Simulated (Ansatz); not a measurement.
**FGeH$_{4}$NO (SMILES [NH2][GeH]([OH])[F]): density, localisation and related maps**

The calculation's input:

```
crystal:
  periodic: [false, false, false]
  atoms:
    - {symbol: N, position_ang: [-0.584242, 1.281609, 0.071889]}
    - {symbol: Ge, position_ang: [0.429993, -0.176885, -0.207171]}
    - {symbol: O, position_ang: [0.332468, -1.106850, 1.282329]}
    - {symbol: F, position_ang: [-0.199553, -1.257313, -1.429244]}
    - {symbol: H, position_ang: [-1.504761, 1.112032, 0.449350]}
    - {symbol: H, position_ang: [-0.622144, 1.962897, -0.670626]}
    - {symbol: H, position_ang: [1.842246, 0.178432, -0.672158]}
    - {symbol: H, position_ang: [0.398191, -2.051122, 1.119730]}
basis:
  gaussian: {orbitals: def2-TZVPP}
hamiltonian: {xc: pbe0, dispersion: d4}
output: {orbitals: {seedname: orbitals}}
```

Run with:

```sh
ansatz run in.yaml --threads 2 --pin off --events-out ev --progress --plain --max-ram 4352MiB
```

Geometry: PBE0-D4/def2-TZVP.

These are results of RKS PBE0-D4/def2-TZVPP in Ansatz 0.2.0, not measurements.

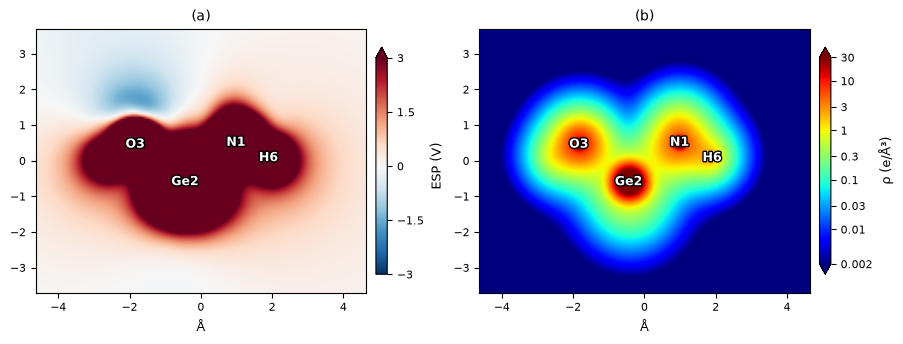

Figure 1. (a) electrostatic potential; (b) total electron density on the plane of atoms Ge2, N1 and H6.

**Interpret the plot.**

Atoms in the plane: N, Ge, O and H.
Ge–O (1.76 Å): the density is about 1 e/Å³ at the midpoint.
Ge–N (1.80 Å): ρ at the midpoint is about 1.1 e/Å³.
N–H (1.01 Å): the density is about 2.9 e/Å³ at the midpoint.
Outside the dense part of the molecule the potential is most negative (−1.6 V) near O3.

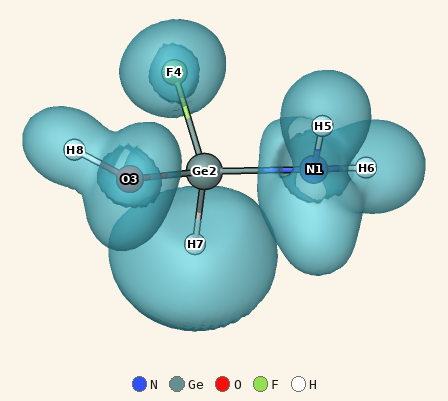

Figure 2. Isosurface of the ELF at 0.75 (cyan), seen from one side. Core shells and regions of very low density are left out.

**Describe the localisation domains.**

The surface consists of one region around a hydrogen nucleus, one region wrapped around F (its valence shell), one joined region spread over several atoms (H, N), in which their bonds and any lone pairs are merged and one joined region spread over several atoms (H, O), in which their bonds and any lone pairs are merged. Along the contacts the grid gives the following. Ge–F (1.75 Å): the ELF peaks at about 0.80 in the valence shell of F, 0.5 Å from its nucleus, and is about 0.20 at the midpoint. Ge–O (1.76 Å): the ELF peaks at about 0.85 in the valence shell of O, 0.6 Å from its nucleus, and is about 0.30 at the midpoint.

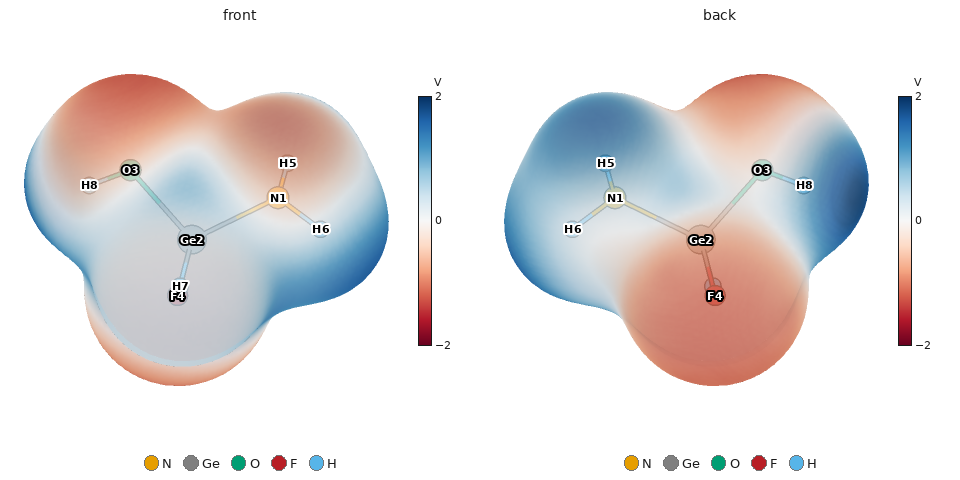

Figure 3. The electrostatic potential painted on the density surface at 0.001 e/bohr³, seen from the front and from behind; the colour scale runs from red (negative) to blue (positive).

**Where is the surface potential most negative and most positive?**

The most negative region (about −1.2 V) lies over O3, the most positive (about +1.9 V) over H8. O3 is the likeliest acceptor of a hydrogen bond.

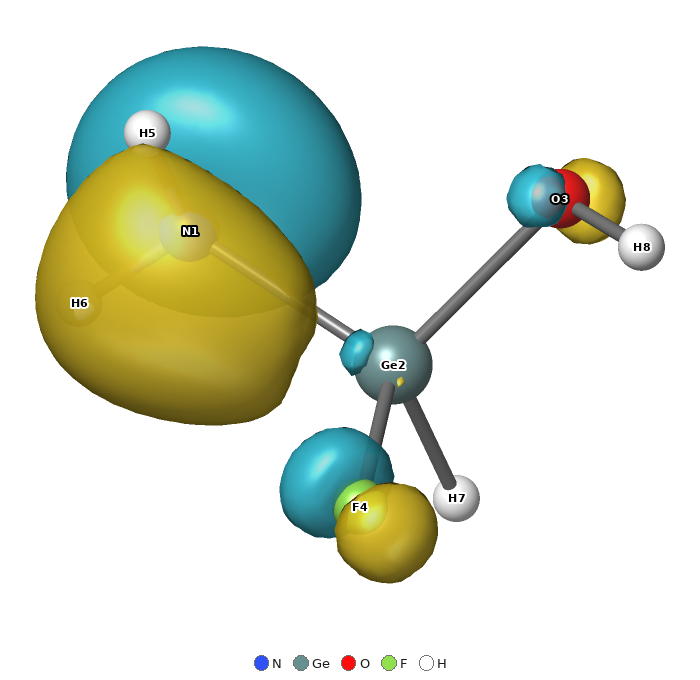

Figure 4. The HOMO at ±0.15 Å⁻³ᐟ² (yellow and cyan are the two phases), seen at an oblique angle.

**Describe this orbital and give its energy.**

It lies mainly on N1 (about 70 %) and Ge2 (about 10 %); largely a lone pair of N1. Its energy is −8.14 eV.
